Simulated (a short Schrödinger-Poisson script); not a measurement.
Stack: gated Al0.4Ga0.6As/GaAs δ-doped gas, at 20 K.

| layer | material | thickness (nm) | Na (cm⁻³) |
|---|---|---|---|
| 1 | Al0.4Ga0.6As | 20 | - |
| 2 | Al0.4Ga0.6As | 5 | - |
| 3 | GaAs | 6000 | 2e14 |

Constants are typed, rounded textbook-type inputs, not results; the design itself was drawn at random and stands for no fabricated device. Al0.4Ga0.6As: permittivity 11.76, conduction-band edge (eV) 0.316, gap (eV) 1.923, electron mass (mₑ) 0.1002, Nv at 300 K (cm⁻³) 9e18. GaAs: permittivity 12.9, conduction-band edge (eV) 0, gap (eV) 1.424, Nv at 300 K (cm⁻³) 9e18.

Channel valleys (confinement mass, in-plane density-of-states mass, number): Γ 0.067, 0.067, 1. At the gate the conduction-band edge of layer 1 lies 1.07 eV − eVg above the Fermi level of the channel; the field vanishes at the back. Sheet of ionised δ-doping: +1.8e12 e/cm² at 20 nm from the gate. The barrier under the gate holds no holes. Gaps are held at their typed values at every temperature. Mesh 0.08 nm at interfaces.

From a short Schrödinger-Poisson script (our own, NumPy): 1D Poisson equation in equilibrium, electrons quantum, Hartree plus LDA exchange-correlation (BenDaniel-Duke, 40 states a valley, the channel's in-plane mass for all, wave functions free to enter the barrier), parabolic valleys, classical holes, full ionisation, no traps, pinning or gate leakage.

Only gate voltages with over 1e8 electrons/cm² are shown.

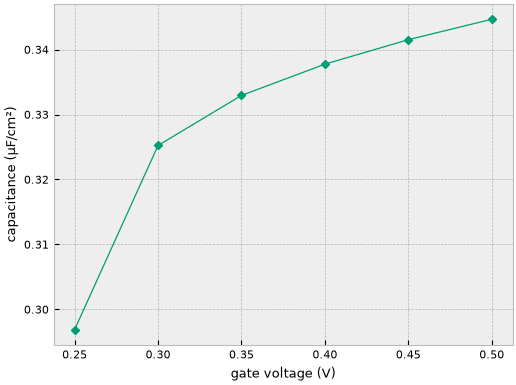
*Quasi-static capacitance against gate voltage*

| Vg (V) | electrons (cm⁻²) | in the channel layer | C (μF/cm²) | Γ E0 (meV) | Γ E1 (meV) |
|---|---|---|---|---|---|
| 0.5 | 5.44e11 | 5.38e11 | 0.345 | -19.4 | 6.0 |
| 0.45 | 4.37e11 | 4.33e11 | 0.342 | -15.6 | 8.1 |
| 0.4 | 3.31e11 | 3.29e11 | 0.338 | -11.8 | 10.2 |
| 0.35 | 2.27e11 | 2.25e11 | 0.333 | -8.1 | 12.0 |
| 0.3 | 1.24e11 | 1.23e11 | 0.325 | -4.3 | 13.5 |
| 0.25 | 2.54e10 | 2.54e10 | 0.297 | 0.6 | 15.7 |

Subbands count from the Fermi level.
